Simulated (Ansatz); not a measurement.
# r2SCAN/STO-3G run of BClF2 (chlorodifluoroborane)

What is the energy change on altering one bond length of BClF2 (chlorodifluoroborane) at r2SCAN/STO-3G? 

The calculation is run with Ansatz 0.2.0.

66 further runs of the same task are left out: 7 that didn't finish, 59 set aside as unsound or not needed.

**1. The system as given**

The species is BClF2 (4 atoms), meant as a singlet with charge 0. As SMILES, `FB(F)Cl`. The shape is that of a PBE0-D4/def2-TZVP optimisation.

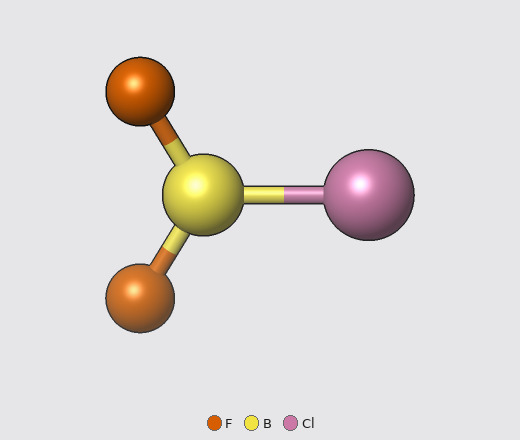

The structure, seen from a chosen angle (fluorine orange, boron yellow, chlorine pink).

**2. The energy at r2SCAN/STO-3G**

molecule.yaml reads:

```yaml
crystal:
  periodic: [false, false, false]
  atoms:
    - {symbol: F, position_ang: [-0.173700, -1.254300, -0.546300]}
    - {symbol: B, position_ang: [-0.067100, -0.041300, -0.062000]}
    - {symbol: F, position_ang: [-1.011600, 0.830100, -0.317700]}
    - {symbol: Cl, position_ang: [1.307900, 0.405300, 0.905700]}
basis:
  gaussian:
    orbitals: STO-3G
total_charge: 0
hamiltonian:
  xc: {name: r2SCAN}
accuracy: high
```

On the command line:

```
ansatz run molecule.yaml --threads 1 --pin off --max-ram 2610MiB --events-out events.jsonl --progress --plain --runs-dir runs
```

Output:

```text
Warning: RAYON_NUM_THREADS=1 ignored (pool sized by the plan → 1); use --threads N
Functional definition: r2SCAN
  name "r2SCAN"
  parameter k0 = 0.174
  parameter k1 = 0.065
  parameter a1 = 4.9479
  exchange = r2scan_x(k0 = k0, k1 = k1, a1 = a1)
  correlation = r2scan_c
443 factors; integrals over basis functions are off by at most 3.2e-8 eV
mean field evaluation 1: about -18410.7566 eV, gradient 1.6e1 eV
mean field evaluation 2: about -18410.6663 eV, gradient 1.9e1 eV
mean field evaluation 4: about -18411.7641 eV, gradient 4.8e-1 eV
mean field evaluation 8: about -18411.7050 eV, gradient 1.7e-2 eV
mean field evaluation 16: about -18411.7050 eV, gradient 1.3e-8 eV
mean field -18411.70502997 eV, -676.6176799494 hartree, gradient 1.3e-8 eV, S^2 0.000000; 0 other end points of the search recorded, 0 dependent functions left out
reference -18411.70503021 eV, -676.6176799582 hartree; 20, 20 occupied and 4, 4 virtual orbitals, 443 factors
Total energy: -18411.70503021 eV, -676.6176799582 hartree
```

It took 3.3 s on 1 thread of Arm Neoverse V1, shared host; peak memory 0.14 GiB.

**3. The distorted shape at the same level**

run.yaml reads:

```yaml
crystal:
  periodic: [false, false, false]
  atoms:
    - {symbol: F, position_ang: [-0.200353, -1.557585, -0.667389]}
    - {symbol: B, position_ang: [-0.067100, -0.041300, -0.062000]}
    - {symbol: F, position_ang: [-1.011600, 0.830100, -0.317700]}
    - {symbol: Cl, position_ang: [1.307900, 0.405300, 0.905700]}
basis:
  gaussian: {orbitals: STO-3G}
hamiltonian: {xc: {name: r2SCAN}}
accuracy: high
```

On the command line:

```
ansatz run run.yaml --threads 1 --pin off --max-ram 2610MiB --events-out events.jsonl --progress --plain --runs-dir runs
```

Output (excerpt; [...] marks lines left out):

```text
Warning: RAYON_NUM_THREADS=1 ignored (pool sized by the plan → 1); use --threads N
[... 7 set-up lines as earlier in the session ...]
441 factors; integrals over basis functions are off by at most 3.3e-8 eV
mean field evaluation 1: about -18408.5411 eV, gradient 2.0e1 eV
mean field evaluation 2: about -18391.0927 eV, gradient 8.7e1 eV
mean field evaluation 4: about -18410.1714 eV, gradient 4.1e0 eV
mean field evaluation 8: about -18410.1503 eV, gradient 3.7e-2 eV
mean field evaluation 16: about -18410.1503 eV, gradient 4.8e-8 eV
mean field -18410.15027050 eV, -676.5605435928 hartree, gradient 4.8e-8 eV, S^2 0.000000; 0 other end points of the search recorded, 0 dependent functions left out
reference -18410.15027073 eV, -676.5605436014 hartree; 20, 20 occupied and 4, 4 virtual orbitals, 441 factors
Total energy: -18410.15027073 eV, -676.5605436014 hartree
```

Wall time 3.3 s (1 thread of Arm Neoverse V1, shared host); peak memory 0.14 GiB.

**4. Results**

Level: r2SCAN/STO-3G.

| quantity | value |
| --- | --- |
| first shape: total energy | -676.61768 Eh |
| distorted shape: total energy | -676.56054 Eh |
| energy change with the F1–B2 bond stretched from 1.310 to 1.638 Å | 1.555 eV |

**Reading.** With the F1–B2 bond stretched from 1.310 to 1.638 Å the energy rises by 1.55 eV (150 kJ/mol). The first shape isn't relaxed at this level, so the change isn't measured from a minimum. The minimal basis adds a large error of its own.
